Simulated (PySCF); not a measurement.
CH₇NO₂Si₃: geometry relaxation

System: CH₇NO₂Si₃, SMILES N#C[SiH](O[SiH3])O[SiH3].
Method: PBE0-D3(BJ)/def2-SVP geometry optimisation, gas phase (PySCF 2.14.0).

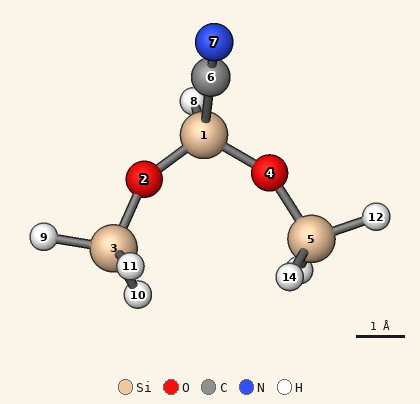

**Figure 1.** The starting structure (ball-and-stick view, seen at a tilt; atoms are numbered from 1 in the order of the input).

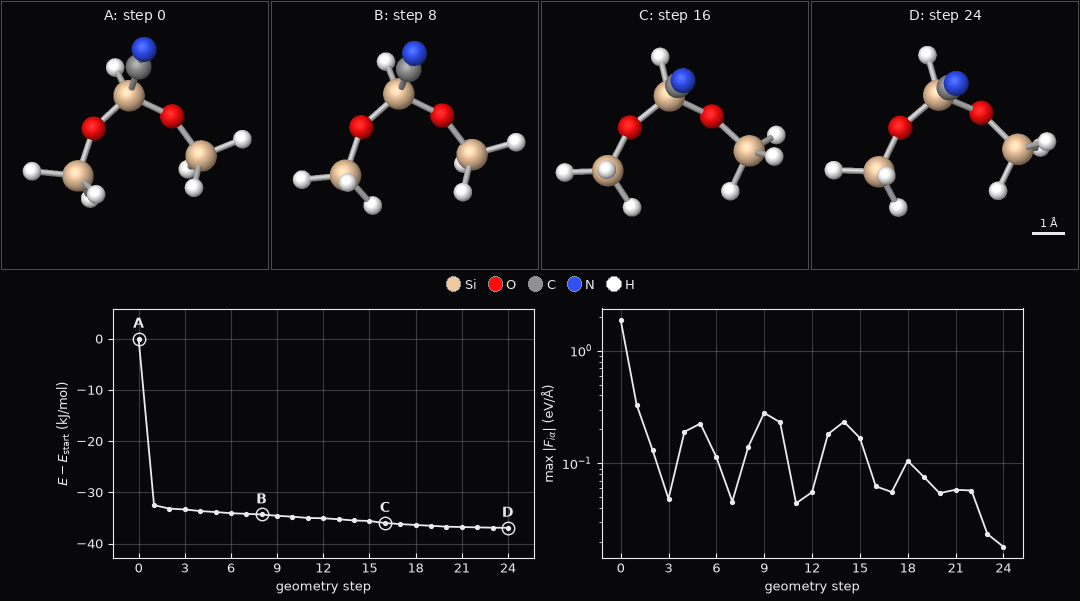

**Figure 2.** Frames of the relaxation (ball-and-stick view, seen at a tilt) above the curves, on which the letters mark them (steps are counted from 0).

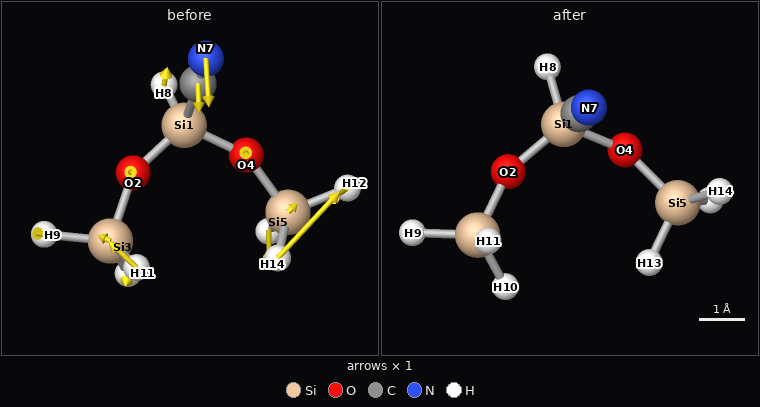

**Figure 3.** Before (left) and after (right) the relaxation, at one scale (ball-and-stick view, seen at a tilt). The yellow arrows give the displacements, at true length. Over 24 geometry steps the energy falls by 36.9 kJ/mol. The largest force component goes from 1.9 to 0.018 eV/Å. The largest move after the best rigid fit is that of H14, 2.04 Å. Largest moves by element: H 2.04 Å, N 1.12 Å, C 0.68 Å, O 0.52 Å, Si 0.32 Å. Among the contacts that change: O2–Si3 1.614 → 1.670 Å, Si1–O2 1.583 → 1.634 Å, Si5–H12 1.439 → 1.487 Å, Si1–O4 1.588 → 1.633 Å. Among the angles that change: Si1–O4–Si5 152.5° → 146.7°, O4–Si5–H12 103.4° → 107.8°, Si1–O2–Si3 151.0° → 147.1°. (Atoms are counted from 1 in the order of the input.)

These pictures come from the run below.

### The input
```
{"job": {"xc": "PBE0", "basis": "def2-SVP", "d3": "d3bj", "grid": 2, "kind": "geom", "shake": 0.01}, "charge": 0, "multiplicity": 1}
Si    -0.685962     1.166798    -0.006602
O      0.513077     0.890476     0.988788
Si     1.607034    -0.100643     1.640305
O     -1.134945    -0.122750    -0.816642
Si    -1.103771    -1.730626    -1.117344
C     -0.075937     2.393412    -1.301616
N      0.306724     3.138140    -2.079192
H     -1.807284     1.719892     0.748682
H      2.150659     0.701924     2.773625
H      0.935578    -1.314034     2.100509
H      2.617778    -0.402260     0.634371
H     -1.878886    -1.859937    -2.322288
H     -1.734077    -2.387314     0.032717
H      0.283534    -2.107686    -1.260903
```

The first line tells a small driver script what to run in PySCF; the rest is the geometry in Å.

Command:
```bash
OMP_NUM_THREADS=1 python <driver script> task.json out
```

### What the program printed
```
step   0  E = -1115.02862143  max force = 0.036479
step   1  E = -1115.04099617  max force = 0.006455
step   2  E = -1115.04125720  max force = 0.002551
step   3  E = -1115.04131822  max force = 0.000943
step   4  E = -1115.04143891  max force = 0.003707
step   5  E = -1115.04151163  max force = 0.004381
step   6  E = -1115.04159602  max force = 0.002211
step   7  E = -1115.04164596  max force = 0.000891
step   8  E = -1115.04169415  max force = 0.002717
step   9  E = -1115.04179072  max force = 0.005454
step  10  E = -1115.04185589  max force = 0.004498
step  11  E = -1115.04195050  max force = 0.000860
step  12  E = -1115.04197344  max force = 0.001080
step  13  E = -1115.04204774  max force = 0.003530
step  14  E = -1115.04214022  max force = 0.004548
step  15  E = -1115.04217729  max force = 0.003274
step  16  E = -1115.04232688  max force = 0.001217
step  17  E = -1115.04240689  max force = 0.001081
step  18  E = -1115.04247303  max force = 0.002048
step  19  E = -1115.04253208  max force = 0.001483
step  20  E = -1115.04259863  max force = 0.001059
step  21  E = -1115.04262673  max force = 0.001133
step  22  E = -1115.04265162  max force = 0.001117
step  23  E = -1115.04267405  max force = 0.000459
step  24  E = -1115.04268590  max force = 0.000354
optimisation converged
```

### Trajectory as extended XYZ (Å, eV, eV/Å), 8 of the 25 frames kept, from step=0 to step=24
```
14
Properties=species:S:1:pos:R:3:forces:R:3 step=0 energy=-30341.47424
Si   -0.6860    1.1668   -0.0066   -0.8148   1.8759  -0.7915
O     0.5131    0.8905    0.9888    0.1404   0.6402   0.2895
Si    1.6070   -0.1006    1.6403    0.9891   0.0862   1.0613
O    -1.1349   -0.1227   -0.8166   -0.3924  -0.2038  -0.4959
Si   -1.1038   -1.7306   -1.1173   -0.3330   0.1336   0.3431
C    -0.0759    2.3934   -1.3016   -0.8633  -1.6101   1.8510
N     0.3067    3.1381   -2.0792    0.7326   1.4397  -1.5281
H    -1.8073    1.7199    0.7487   -0.2944   0.2735   0.0570
H     2.1507    0.7019    2.7736    0.2299  -0.3152   0.0799
H     0.9356   -1.3140    2.1005   -0.1746  -0.5874   0.2157
H     2.6178   -0.4023    0.6344    0.5444  -0.2640  -0.3424
H    -1.8789   -1.8599   -2.3223   -0.4554  -0.4945  -0.8768
H    -1.7341   -2.3873    0.0327   -0.1607  -0.4695   0.2878
H     0.2835   -2.1077   -1.2609    0.8521  -0.5044  -0.1505
14
Properties=species:S:1:pos:R:3:forces:R:3 step=3 energy=-30341.81974
Si   -0.7137    1.2261   -0.0179    0.0195   0.0115  -0.0150
O     0.5181    0.9352    1.0132   -0.0353  -0.0028   0.0485
Si    1.6740   -0.0557    1.6860    0.0226  -0.0185  -0.0410
O    -1.1714   -0.1096   -0.8357   -0.0232  -0.0263   0.0152
Si   -1.1758   -1.7456   -1.1409    0.0122  -0.0071  -0.0187
C    -0.0835    2.4358   -1.2828    0.0188  -0.0081  -0.0190
N     0.3094    3.1919   -2.0688   -0.0079   0.0044   0.0061
H    -1.8591    1.8274    0.6942    0.0097   0.0014  -0.0002
H     2.2277    0.6236    2.8877   -0.0048   0.0027   0.0053
H     1.0432   -1.3525    2.0771    0.0024   0.0109  -0.0072
H     2.7576   -0.3141    0.6940   -0.0106   0.0061   0.0112
H    -1.9034   -1.9817   -2.4182    0.0169   0.0070   0.0183
H    -1.8604   -2.4595   -0.0234    0.0010   0.0081  -0.0075
H     0.2310   -2.2359   -1.2501   -0.0212   0.0107   0.0041
14
Properties=species:S:1:pos:R:3:forces:R:3 step=7 energy=-30341.82866
Si   -0.7122    1.2268   -0.0079    0.0041   0.0352  -0.0458
O     0.4672    0.9241    1.0796   -0.0209  -0.0431   0.0342
Si    1.7098   -0.0375    1.6344    0.0079   0.0315   0.0031
O    -1.1901   -0.1107   -0.8112    0.0050  -0.0311   0.0322
Si   -1.2487   -1.7519   -1.0849   -0.0089   0.0431  -0.0004
C    -0.0038    2.3809   -1.2859   -0.0126   0.0046   0.0118
N     0.4240    3.1169   -2.0727    0.0100  -0.0058  -0.0042
H    -1.8528    1.8866    0.6562   -0.0041   0.0045  -0.0057
H     1.9856    0.3373    3.0477    0.0036  -0.0009  -0.0029
H     1.2926   -1.4688    1.5606   -0.0020  -0.0109   0.0005
H     2.9237    0.1728    0.7968    0.0084  -0.0022  -0.0062
H    -1.8304   -1.9770   -2.4342   -0.0095  -0.0071  -0.0169
H    -2.1008   -2.3972   -0.0449    0.0012  -0.0072   0.0028
H     0.1294   -2.3171   -1.0194    0.0177  -0.0106  -0.0026
14
Properties=species:S:1:pos:R:3:forces:R:3 step=10 energy=-30341.83437
Si   -0.7204    1.1869    0.0124    0.0061   0.1691  -0.0475
O     0.3678    0.8644    1.1843    0.0702  -0.0763   0.0682
Si    1.7332    0.0420    1.6797   -0.0433   0.0339  -0.0160
O    -1.2221   -0.1429   -0.7782   -0.0565  -0.2313  -0.0376
Si   -1.3366   -1.7682   -1.1352    0.0001   0.1706   0.0453
C     0.1266    2.2543   -1.2616   -0.0048   0.0036   0.0306
N     0.6518    2.9290   -2.0447    0.0016  -0.0101  -0.0011
H    -1.8563    1.9318    0.5884   -0.0057  -0.0088  -0.0147
H     1.7648    0.0614    3.1671    0.0047   0.0034   0.0004
H     1.6596   -1.3675    1.1925    0.0056  -0.0033   0.0000
H     2.9461    0.7059    1.1258    0.0064  -0.0047  -0.0029
H    -2.0078   -1.9034   -2.4552    0.0019  -0.0161  -0.0131
H    -2.1429   -2.4463   -0.0796    0.0043  -0.0115  -0.0015
H     0.0296   -2.3623   -1.1812    0.0093  -0.0186  -0.0101
14
Properties=species:S:1:pos:R:3:forces:R:3 step=14 energy=-30341.84211
Si   -0.7373    1.1447   -0.0049    0.0236  -0.1152   0.0145
O     0.1871    0.7887    1.2954   -0.0825   0.0583  -0.0293
Si    1.6205    0.1523    1.8584    0.0658  -0.0325   0.0209
O    -1.2673   -0.1989   -0.7601   -0.0226   0.2339   0.0393
Si   -1.3461   -1.7626   -1.3017    0.0241  -0.1529  -0.0403
C     0.3532    2.0594   -1.2095    0.0255  -0.0656  -0.0164
N     1.0708    2.5906   -1.9492   -0.0164   0.0372  -0.0016
H    -1.8690    2.0001    0.3915   -0.0080   0.0157   0.0061
H     1.5813    0.1825    3.3452   -0.0042  -0.0002   0.0010
H     1.7547   -1.2549    1.3788   -0.0003  -0.0104   0.0050
H     2.7664    0.9611    1.3548   -0.0026   0.0102  -0.0042
H    -2.5838   -1.9201   -2.1123   -0.0199   0.0081   0.0015
H    -1.3838   -2.6868   -0.1316   -0.0017  -0.0007   0.0044
H    -0.1531   -2.0709   -2.1404    0.0193   0.0142  -0.0008
14
Properties=species:S:1:pos:R:3:forces:R:3 step=17 energy=-30341.84936
Si   -0.7494    1.1272    0.0007    0.0055   0.0495  -0.0093
O     0.1090    0.8064    1.3531    0.0015  -0.0380  -0.0081
Si    1.5065    0.1557    1.9956   -0.0137   0.0211   0.0018
O    -1.2986   -0.2170   -0.7339   -0.0556  -0.0497   0.0066
Si   -1.2617   -1.7248   -1.4369    0.0146   0.0469   0.0029
C     0.4192    1.9566   -1.1949    0.0410  -0.0336   0.0107
N     1.1815    2.4372   -1.9245   -0.0209   0.0222  -0.0097
H    -1.8685    2.0333    0.3158    0.0108  -0.0015   0.0035
H     1.6431    0.6597    3.3886    0.0053  -0.0029  -0.0014
H     1.4010   -1.3321    1.9980   -0.0033  -0.0036  -0.0008
H     2.6777    0.5743    1.1727    0.0017   0.0020   0.0002
H    -2.6587   -2.2319   -1.5230    0.0042  -0.0030   0.0041
H    -0.4365   -2.6402   -0.5962    0.0023  -0.0044  -0.0001
H    -0.6711   -1.6191   -2.8008    0.0065  -0.0051  -0.0003
14
Properties=species:S:1:pos:R:3:forces:R:3 step=21 energy=-30341.85534
Si   -0.7800    1.1457    0.0161    0.0183  -0.0369   0.0082
O     0.0788    0.8010    1.3624   -0.0055   0.0046  -0.0205
Si    1.4523    0.0933    1.9940    0.0139  -0.0001   0.0180
O    -1.3963   -0.1919   -0.6874   -0.0309   0.0583   0.0182
Si   -1.1854   -1.6659   -1.4328    0.0203  -0.0483  -0.0124
C     0.3998    1.9170   -1.2071   -0.0291   0.0405  -0.0035
N     1.1181    2.4135   -1.9700    0.0217  -0.0263   0.0029
H    -1.8556    2.1014    0.3310   -0.0044  -0.0013  -0.0008
H     1.7223    0.7131    3.3193   -0.0039   0.0014  -0.0007
H     1.2184   -1.3708    2.1532    0.0012  -0.0015  -0.0006
H     2.6026    0.3227    1.0724   -0.0006  -0.0010  -0.0042
H    -2.4754   -2.4044   -1.3672   -0.0029   0.0027  -0.0014
H    -0.1234   -2.4346   -0.7179    0.0008   0.0031   0.0000
H    -0.7827   -1.4552   -2.8516    0.0013   0.0049  -0.0032
14
Properties=species:S:1:pos:R:3:forces:R:3 step=24 energy=-30341.85695
Si   -0.7958    1.1375    0.0201   -0.0035   0.0118   0.0133
O     0.0588    0.7616    1.3605   -0.0061  -0.0081  -0.0139
Si    1.4534    0.0961    1.9925    0.0021   0.0052   0.0042
O    -1.4613   -0.1752   -0.6877    0.0106  -0.0098  -0.0136
Si   -1.1949   -1.6435   -1.4365   -0.0023   0.0182   0.0036
C     0.4117    1.8721   -1.1995   -0.0116  -0.0064  -0.0131
N     1.1679    2.3132   -1.9598    0.0061   0.0001   0.0041
H    -1.8436    2.1232    0.3366    0.0035  -0.0004   0.0092
H     1.6503    0.6564    3.3566    0.0027  -0.0022   0.0008
H     1.3006   -1.3855    2.0642   -0.0039  -0.0018   0.0043
H     2.6110    0.4394    1.1168    0.0008   0.0025   0.0007
H    -2.4802   -2.3920   -1.4425   -0.0015  -0.0046   0.0022
H    -0.1604   -2.4053   -0.6759    0.0000  -0.0044   0.0005
H    -0.7240   -1.4129   -2.8312    0.0032  -0.0001  -0.0022
```

### Key numbers

| quantity | value |
| --- | --- |
| outcome | converged |
| total energy | −1115.042686 hartree |
| dipole moment | 2.92 D |
| point group | C1 |
| hardware | 1 CPU thread, shared host |
| wall time | 7.6 min |
| peak memory | 0.76 GiB |
